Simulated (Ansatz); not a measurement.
**Screening in H6PbCNCl3 (Pm)**

Wanted: ε∞ of H6PbCNCl3 (Pm) from perturbation theory, a sum over states and the RPA step of G0W0, with cost.

Main program and level: Ansatz 0.2.0; linear response on r2SCAN, plane waves, PAW.

**1. Starting point**

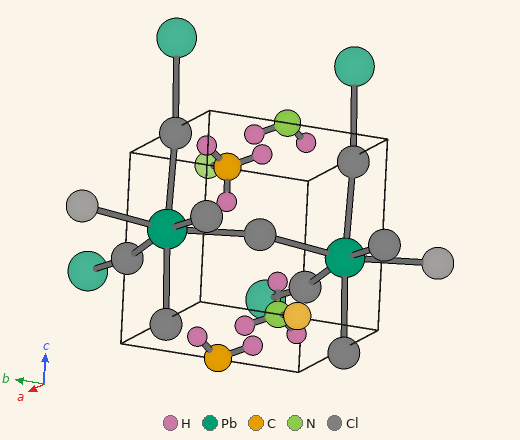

Start, viewed from a free direction; hydrogen pink, lead teal, carbon orange, nitrogen green, chlorine grey. Some periodic images of atoms are drawn too.

Structure file:

```cif
data_structure
_symmetry_space_group_name_H-M 'P 1'
_symmetry_Int_Tables_number 1
_cell_length_a 5.7528
_cell_length_b 5.7647
_cell_length_c 5.8552
_cell_angle_alpha 90.000
_cell_angle_beta 90.025
_cell_angle_gamma 90.000
_cell_volume 194.18
loop_
_atom_site_label
_atom_site_type_symbol
_atom_site_fract_x
_atom_site_fract_y
_atom_site_fract_z
_atom_site_occupancy
H1 H 0.87948 0.50000 0.79042 1
H2 H 0.81325 0.34407 0.04739 1
H3 H 0.81325 0.65593 0.04739 1
H4 H 0.22966 0.35432 0.97854 1
H5 H 0.22966 0.64568 0.97854 1
H6 H 0.17096 0.50000 0.21641 1
Pb7 Pb 0.47399 0.00000 0.48387 1
C8 C 0.89427 0.50000 0.97685 1
N9 N 0.14493 0.50000 0.04073 1
Cl10 Cl 0.42789 0.00000 0.97556 1
Cl11 Cl 0.42919 0.50000 0.52004 1
Cl12 Cl 0.97183 0.00000 0.43966 1
```

The cell and positions are those that the Materials Project relaxed with its own functionals (PBE, PBE+U or r2SCAN), kept fixed. Spin-orbit coupling is left out unless a step names it. The default PAW set here is soft_2. Its files were made with PBE.

**2. Response to a homogeneous field**

ε∞ sets how strongly the crystal screens. Perturbation theory gives it with local fields and without a sum over empty bands.

This step: dielectric response by perturbation theory, r2SCAN, plane waves, PAW.

input.yaml

```yaml
crystal:
  lattice:
    - [5.752832, 0.0, 0.0]
    - [0.0, 5.764671, 0.0]
    - [-0.002604, 0.0, 5.855201]
  atoms:
    - { symbol: H, position: [0.879476, 0.5, 0.790423] }
    - { symbol: H, position: [0.813252, 0.344072, 0.047387] }
    - { symbol: H, position: [0.813252, 0.655928, 0.047387] }
    - { symbol: H, position: [0.229661, 0.354316, 0.978538] }
    - { symbol: H, position: [0.229661, 0.645684, 0.978538] }
    - { symbol: H, position: [0.170957, 0.5, 0.216412] }
    - { symbol: Pb, position: [0.473988, 0.0, 0.483874] }
    - { symbol: C, position: [0.894268, 0.5, 0.976848] }
    - { symbol: "N", position: [0.144932, 0.5, 0.040731] }
    - { symbol: Cl, position: [0.427891, 0.0, 0.975558] }
    - { symbol: Cl, position: [0.429192, 0.5, 0.520036] }
    - { symbol: Cl, position: [0.971826, 0.0, 0.43966] }
kpoints:
  mp_grid: { grid: [4, 4, 4] }
hamiltonian:
  xc: r2scan
scf:
  occupations: { method: fixed }
dielectric: {}
```

The run is started by

```console
$ ansatz run input.yaml --threads 3 --pin off --max-ram 92160MiB --backend cuda --events-out ev --progress --plain --runs-dir out --devices 1 --max-vram 13GiB
```

Numbers of over 12 decimals in the logs are rounded to 6 here.

What it wrote:

```text
GPUs: using 1 of 1 available (devices: 1).
Engine: ansatz 0.2.0, x86_64-unknown-linux-gnu
Pseudopotentials: kind: paw
Pseudopotential: H, paw, valence charge 1, recommended cutoff 500 eV (meta_gga), H.paw.azcp
Pseudopotential: Pb, paw, valence charge 14, recommended cutoff 500 eV (meta_gga), Pb.paw.azcp
Pseudopotential: C, paw, valence charge 4, recommended cutoff 500 eV (meta_gga), C.paw.azcp
Pseudopotential: N, paw, valence charge 5, recommended cutoff 500 eV (meta_gga), N.paw.azcp
Pseudopotential: Cl, paw, valence charge 7, recommended cutoff 500 eV (meta_gga), Cl.paw.azcp
Functional definition: r2SCAN
  parameter k0 = 0.174
  parameter k1 = 0.065
  parameter a1 = 4.9479
  exchange = r2scan_x(k0 = k0, k1 = k1, a1 = a1)
  correlation = r2scan_c
device memory: the entry about to start is reckoned to put 3.3 GiB on a device that reports 54.3 GiB free (of which the cap on the GPU budget leaves the run 13.0 GiB)
GPU FFT provider: cuFFT
GPU libraries: cuBLAS 13.8.2, cuFFT 12.4.0, cuSOLVER 12.3.4
Crystal: 12 atoms, lattice volume = 194.177 Å³
Basis set: ecut = 500 eV, 4961 PW (Γ), exchange–correlation on 180×180×180 points (64 copies of the dense FFT grid, shifted against one another)
Bands: 37, of which v1, the nominal top of the filled ones, is band 25 counted from 1 (24 counted from 0)
Symmetry: 2 space group operations
k-points: 36 of 64 (irreducible under 1 space group operation, time reversal used)
Non-local potential: H, projectors of the file, l = 0: 2, l = 1: 1
Non-local potential: Pb, projectors of the file, l = 0: 2, l = 1: 2, l = 2: 2, l = 3: 2
Non-local potential: C, projectors of the file, l = 0: 2, l = 1: 2, l = 2: 1
Non-local potential: N, projectors of the file, l = 0: 2, l = 1: 2, l = 2: 1
Non-local potential: Cl, projectors of the file, l = 0: 2, l = 1: 2, l = 2: 2
PAW form: soft (Blöchl's): semilocal exchange-correlation on the pseudo side does not see the compensation charge
PAW frozen core: Pb, regenerated for the run's functional (the file was generated under x = pbe(κ = 0.804, μ = 0.219515), c = pbe(β = 0.066725))
PAW frozen core: C, regenerated for the run's functional (the file was generated under x = pbe(κ = 0.804, μ = 0.219515), c = pbe(β = 0.066725))
PAW frozen core: N, regenerated for the run's functional (the file was generated under x = pbe(κ = 0.804, μ = 0.219515), c = pbe(β = 0.066725))
PAW frozen core: Cl, regenerated for the run's functional (the file was generated under x = pbe(κ = 0.804, μ = 0.219515), c = pbe(β = 0.066725))
PAW one-centre angular grid: H, 302 points (default); XC on 160 Gauss nodes
PAW one-centre angular grid: Pb, 590 points (default); XC on 160 Gauss nodes
PAW one-centre angular grid: C, 302 points (default); XC on 239 of its mesh's 2573 points in the sphere
PAW one-centre angular grid: N, 302 points (default); XC on 160 Gauss nodes
PAW one-centre angular grid: Cl, 302 points (default); XC on 160 Gauss nodes
Initial density: superposition of atomic densities (neutral atoms: chi_scale 0, normalization atom), corrected by the library's trained network
Initial wavefunctions: pseudopotential atomic-orbital guess
GPU buffer pool allocated for 91125 grid points (all kernels)
GPU transforms: local potential and band sums: pruned to the plane-wave sphere, on 45×45×45
Functional: x = r2scan, c = r2scan; τ floored in thin density (d = 2e-4 eV/Å³)
SCF iter   1: F=—  HF=-15911.957915 eV  |F-HF|=—  |Δ(HF+E_count)|=         —  Δρ=4.76e-3  dr2=2.71e-2  dr2_τ=4.43e-1  ethr=1.77e-3  ⟨swp⟩=5.0  Hψ=5274  notcnv=0  defer=354
preconditioner: auto → Resta (q_TF=auto, 2.176 Å⁻¹)  ε∞=2.4  [insulator: Δε(μ)=2.941 eV  Ē_g=15.543 eV  n_scr=28 (ndim 8)  ℏωp=18.5 eV  f_vac=0.116  ε∞_Penn≈2.4]
SCF iter   2: F=—  HF=-15911.783129 eV  |F-HF|=—  |Δ(HF+E_count)|=   1.75e-1  Δρ=2.49e-3  dr2=7.98e-3  dr2_τ=3.65e-4  ethr=5.42e-5  ⟨swp⟩=2.4  Hψ=2612  notcnv=0  defer=360
SCF iter   3: F=—  HF=-15911.780828 eV  |F-HF|=—  |Δ(HF+E_count)|=   2.30e-3  Δρ=6.02e-4  dr2=6.47e-4  dr2_τ=1.26e-4  ethr=1.60e-5  ⟨swp⟩=2.3  Hψ=1754  notcnv=0  defer=360
SCF iter   4: F=—  HF=-15911.780779 eV  |F-HF|=—  |Δ(HF+E_count)|=   4.95e-5  Δρ=1.41e-4  dr2=4.34e-5  dr2_τ=8.82e-6  ethr=1.29e-6  ⟨swp⟩=2.1  Hψ=1899  notcnv=0  defer=360
SCF iter   5: F=—  HF=-15911.780838 eV  |F-HF|=—  |Δ(HF+E_count)|=   5.95e-5  Δρ=3.94e-5  dr2=4.20e-6  dr2_τ=3.05e-7  ethr=8.68e-8  ⟨swp⟩=2.0  Hψ=1993  notcnv=0  defer=321
SCF iter   6: F=—  HF=-15911.780860 eV  |F-HF|=—  |Δ(HF+E_count)|=   2.14e-5  Δρ=1.56e-5  dr2=6.28e-7  dr2_τ=6.61e-8  ethr=8.40e-9  ⟨swp⟩=2.5  Hψ=2000  notcnv=0  defer=266
SCF iter   7: F=—  HF=-15911.780860 eV  |F-HF|=—  |Δ(HF+E_count)|=   2.63e-7  Δρ=6.05e-6  dr2=7.59e-8  dr2_τ=1.02e-8  ethr=1.26e-9  ⟨swp⟩=2.0  Hψ=1974  notcnv=0  defer=266
SCF iter   8: F=—  HF=-15911.780860 eV  |F-HF|=—  |Δ(HF+E_count)|=   2.47e-8  Δρ=1.29e-6  dr2=3.48e-9  dr2_τ=2.27e-10  ethr=1.52e-10  ⟨swp⟩=2.0  Hψ=1981  notcnv=0  defer=266
SCF iter   9: F=—  HF=-15911.780860 eV  |F-HF|=—  |Δ(HF+E_count)|=   3.59e-9  Δρ=3.81e-7  dr2=3.26e-10  dr2_τ=3.31e-11  ethr=6.95e-12  ⟨swp⟩=2.0  Hψ=1913  notcnv=0  defer=266
SCF iter  10: F=-15911.780860 eV  HF=-15911.780860 eV  |F-HF|=1.27e-11  |Δ(HF+E_count)|=  1.58e-10  Δρ=8.04e-8  dr2=1.56e-11  dr2_τ=1.00e-12  ethr=1.00e-12  ⟨swp⟩=14.2  Hψ=8512  notcnv=0
SCF 1 converged in 10 iterations: F = -15911.780860 eV  dr2 = 1.56e-11
  greatest PAW one-centre occupation: 0.982 electrons in one spin orbital (limit 2), on the Pb atom at site 6 (counted from 0), in its partial waves of l = 2
the response reads at least the filled bands of the reference SCF and the lowest empty band at each k-point, and that SCF's band table does not vouch for those bands. The notice of the band table in this run's record says why
device memory: the entry about to start is reckoned to put 0.8 GiB on a device that reports 59.5 GiB free (of which the cap on the GPU budget leaves the run 12.9 GiB)
NSCF: frozen V_eff on 1 k-points
device memory: the entry about to start is reckoned to put 0.8 GiB on a device that reports 59.6 GiB free (of which the cap on the GPU budget leaves the run 12.9 GiB)
NSCF: frozen V_eff on 1 k-points
device memory: the entry about to start is reckoned to put 0.1 GiB (of the 0.2 GiB reckoned in all, the device holds 0.1 GiB already) on a device that reports 59.6 GiB free (of which the cap on the GPU budget leaves the run 12.9 GiB)
device memory: the entry about to start is reckoned to put 6.3 GiB (of the 6.4 GiB reckoned in all, the device holds 0.1 GiB already) on a device that reports 59.5 GiB free (of which the cap on the GPU budget leaves the run 12.9 GiB)
DFPT response loops at Γ: preconditioner auto → Resta (q_TF=auto, 2.176 Å⁻¹)  ε∞=4.5 (no band partly filled); β = 1.00, the filter's whole step (`scf.mixing.beta` (0.50) is not read by the response loops at its default; to damp them type it under 1.00, their step now; it binds the ground state too); Broyden in place of MSR1
── the response to a field inside a basis, on 8×8×8 k-points: an SCF that follows is theirs, and a resumed run solves both again ──
device memory: the entry about to start is reckoned to put 0.9 GiB on a device that reports 54.0 GiB free (of which the cap on the GPU budget leaves the run 12.9 GiB)
GPU FFT provider: cuFFT
GPU libraries: cuBLAS 13.8.2, cuFFT 12.4.0, cuSOLVER 12.3.4
Bands: 26, of which v1, the nominal top of the filled ones, is band 25 counted from 1 (24 counted from 0)
k-points: 128 of 512 (time reversal used)
Initial density: handed on by an earlier stage of this run
Initial wavefunctions: pseudopotential atomic-orbital guess (no wavefunctions were taken with the density)
GPU buffer pool allocated for 91125 grid points (all kernels)
GPU transforms: band sums: pruned to the plane-wave sphere, on 45×45×45
Eigensolver: Dense (128 Hₖ)
SCF iter   1: F=—  HF=-15911.699319 eV  |F-HF|=—  |Δ(HF+E_count)|=         —  Δρ=4.14e-4  dr2=1.04e-4  dr2_τ=4.51e-5  ethr=1.00e-1
preconditioner: auto → Resta (q_TF=auto, 2.176 Å⁻¹)  ε∞=3.3  [insulator: Δε(μ)=3.085 eV  Ē_g=12.245 eV  n_scr=28 (ndim 8)  ℏωp=18.5 eV  f_vac=0.115  ε∞_Penn≈3.3]
SCF iter   2: F=—  HF=-15911.699452 eV  |F-HF|=—  |Δ(HF+E_count)|=   1.32e-4  Δρ=2.24e-4  dr2=3.11e-5  dr2_τ=8.00e-6  ethr=2.07e-7
SCF iter   3: F=—  HF=-15911.699494 eV  |F-HF|=—  |Δ(HF+E_count)|=   4.22e-5  Δρ=1.60e-5  dr2=5.60e-7  dr2_τ=9.31e-8  ethr=6.22e-8
SCF iter   4: F=-15911.699494 eV  HF=-15911.699494 eV  |F-HF|=2.66e-8  |Δ(HF+E_count)|=   8.22e-8  Δρ=5.74e-6  dr2=4.98e-8  dr2_τ=8.25e-9  ethr=1.12e-9
SCF 1 converged in 4 iterations: F = -15911.699494 eV  dr2 = 4.98e-8
device memory: the entry about to start is reckoned to put 0.1 GiB (of the 0.3 GiB reckoned in all, the device holds 0.2 GiB already) on a device that reports 53.7 GiB free (of which the cap on the GPU budget leaves the run 12.6 GiB)
device memory: the entry about to start is reckoned to put 6.8 GiB on a device that reports 53.9 GiB free (of which the cap on the GPU budget leaves the run 12.9 GiB)
DFPT response loops at Γ: preconditioner auto → Resta (q_TF=auto, 2.176 Å⁻¹)  ε∞=4.4 (no band partly filled); β = 1.00, the filter's whole step (`scf.mixing.beta` (0.50) is not read by the response loops at its default; to damp them type it under 1.00, their step now; it binds the ground state too); Broyden in place of MSR1
SCF converged after 10 iterations
Free energy (F): -15911.780860 eV
Harris-Foulkes:  -15911.780860 eV  (|F-HF|=1.27e-11)
Internal energy: -15911.780860 eV  (E = F + TS)
E sigma→0 (E₀):  -15911.780860 eV
Fermi energy:    1.438268 eV
--- Per-component energies (eV) ---
  E_band       = -370.413556
  E_kinetic    = 1071.263615
  E_local      = -3122.848522  (includes V_loc(G=0)·N_el)
  E_nonlocal   = 517.740862
  E_hartree    = 1123.363555
  E_xc         = -680.538114
  E_vxc        = -774.936329  (∫ρ·V_xc dr)
  E_paw        = -12662.990878  (= ΣΔE_a)
  E_vpaw       = -353.890941  (= ΣTr[D̂ρ^β])
  E_aug_tail   = -0.002660  (compensation charges beyond the density's cutoff)
  E_vtau       = 45.533323  (kinetic-family band-sum trace: ∫τ·v_τ [+ j·A + Jᵃ·Aᵃ] dr)
  E_ewald      = -2158.270663
  E_core_change = 0.501944  (= ΣΔE_core)
  E_smearing   = -0.000000  (= −TS)
  E_closure    = 0.000000  (closes the sum)
  Σ components = -15911.780860   (vs F -15911.780860, Δ=0.00e0)
--- Band table (eV; the first three rows and the last of 36) ---
  k-point 0: bands = [... 21 lower, -0.5488, -0.4153, -0.0849, -0.0562, 6.3396, 7.3415, 7.5292, 7.9625, ... 8 higher]
  k-point 1: bands = [... 21 lower, -0.5337, -0.3814, -0.0924, -0.0457, 6.2089, 6.7991, 7.3491, 7.8582, ... 8 higher]
  k-point 2: bands = [... 21 lower, -0.3666, -0.3448, -0.1002, 0.0992, 5.0887, 7.2275, 7.4221, 7.7256, ... 8 higher]
  k-point 35: bands = [... 21 lower, -0.3908, 0.0818, 0.0932, 1.4383, 4.3876, 4.4168, 4.6459, 7.7704, ... 8 higher]
--- Dielectric response (ions clamped): 3 representative field directions + reference, inside a basis on a mesh of 512 k-points (Σ response iterations 15) ---
  ε∞ (high-frequency dielectric tensor):
        3.489064    -0.000000     0.002437
       -0.000000     3.375397    -0.000000
        0.002437    -0.000000     3.265843
  Born effective charges Z* (e; rows j = field, columns β = displacement):
    site 0:
         0.08255   -0.00000   -0.01028
        -0.00000    0.13905   -0.00000
         0.03572   -0.00000   -0.02001
    site 1:
         0.05865   -0.02826    0.02789
         0.00209    0.05498    0.04468
         0.00457    0.03724    0.11980
    site 2:
         0.05865    0.02826    0.02789
        -0.00209    0.05498   -0.04468
         0.00457   -0.03724    0.11980
    site 3:
         0.29826   -0.28567   -0.09656
        -0.27875    0.73121    0.04350
        -0.08135    0.02652    0.32690
    site 4:
         0.29826    0.28567   -0.09656
         0.27875    0.73121   -0.04350
        -0.08135   -0.02652    0.32690
    site 5:
         0.33340   -0.00000    0.29961
        -0.00000    0.32621   -0.00000
         0.23730   -0.00000    0.70409
    site 6:
         4.06577   -0.00000   -0.07331
        -0.00000    3.72600   -0.00000
        -0.06487   -0.00000    3.52104
    site 7:
         0.58430   -0.00000    0.08740
        -0.00000    0.07966   -0.00000
         0.10502   -0.00000    0.11239
    site 8:
        -0.58731    0.00000   -0.14283
         0.00000   -0.67513    0.00000
        -0.11939    0.00000   -0.49694
    site 9:
        -0.69816    0.00000    0.04763
         0.00000   -1.04171    0.00000
         0.03857    0.00000   -3.19970
    site 10:
        -0.69074    0.00000   -0.09541
         0.00000   -3.43807    0.00000
        -0.12947    0.00000   -0.83878
    site 11:
        -3.80364    0.00000    0.02454
         0.00000   -0.68838    0.00000
         0.05069    0.00000   -0.67548
  Z* charge neutrality: 1.230e-2 e pre-enforcement
  solved inside a basis spanned on kpoints, on 8×8×8 k-points, its susceptibility summed on 10×10×10: ε∞ is read to err by 1.5e-2, Z* by 2.8e-2 e (field_mesh: kpoints solves on kpoints); Z* is corrected for what the basis lacks
```

Run time: 92 s. Hardware: 1 × NVIDIA H100 80GB HBM3 (shared by 6 runs) with 3 threads of AMD EPYC 7R13 (Zen 3), shared host; peak memory 5.1 GiB; 3.2 min of CPU time.

The column dr2 measures how far the density is from self-consistency, as an energy; F and HF (Harris–Foulkes) agree once it is small.

This step gave:

```
stated error of ε∞ : 0.015
```

One over ε∞ averages 0.30, somewhat over the quarter of exact exchange in PBE0.

High-frequency dielectric tensor:

```
3.49 0.00 0.00
0.00 3.38 0.00
0.00 0.00 3.27
```

Born effective charge (e), principal values of the symmetric part by kind of site:

```
atom  atoms with these values    low  middle   high   mean
  H1                        1  -0.02    0.08   0.14   0.07
  H2                        2   0.02    0.07   0.14   0.08
  H4                        2   0.14    0.34   0.88   0.45
  H6                        1   0.19    0.33   0.84   0.45
 Pb7                        1   3.51    3.73   4.07   3.77
  C8                        1   0.08    0.09   0.60   0.26
  N9                        1  -0.68   -0.68  -0.40  -0.59
Cl10                        1  -3.20   -1.04  -0.70  -1.65
Cl11                        1  -3.44   -0.90  -0.63  -1.66
Cl12                        1  -3.80   -0.69  -0.68  -1.72
```

In full for H2:

```
 0.06 -0.03  0.03
 0.00  0.05  0.04
 0.00  0.04  0.12
```

(Continued in part 2 of 2.)

[Paths, hosts, dates, memory and timing lines, banners, echoed tables and standing remarks are left out of the program output.]

[Logs are printed without paths, hosts, clocks, repeated set-up lines and the standing remarks that a program may print on its own settings, such as how far it seeks lower states.]

[Runs of the session that timed out or met a known fault of the program may be left out.]

[Cells called generated may have been cut or substituted from an entry of the Crystallography Open Database or the Materials Project.]

[Hosts, paths, dates, database ids (printed as entryN), source tags and the programs' standing remarks are cut or masked in the printed files.]
